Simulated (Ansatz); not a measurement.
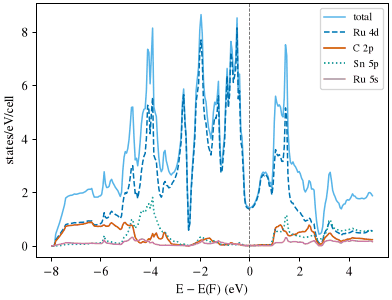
*Total and projected density of states of SnRu3C (anti-perovskite, Pm-3m), plane-wave PAW PBE (Ansatz code)*

Task: Which orbitals carry the states next to the Fermi level?

Result: Within 0.5 eV of the Fermi level: Ru 4d 94 %. Projections are on Löwdin-orthogonalised atomic valence shells; empty p or d shells of many metals are not among them.

Task: Where is the tallest occupied peak in this window, and what makes it?

Result: Near -1.9 eV, about 8.7 states/eV per cell; the largest projected share is Ru 4d.

The start of the workflow was typed in or built on a structure type; neither database checked (COD, Materials Project) lists it. Whether it is the stable phase at ambient conditions was not checked. The PBE relaxation kept the symmetry of its start; whether a distortion lowers the energy is not shown. The run is not spin-polarised. Spin–orbit coupling is left out wherever it is not named.

Potentials: the later of the program's two PAW sets.
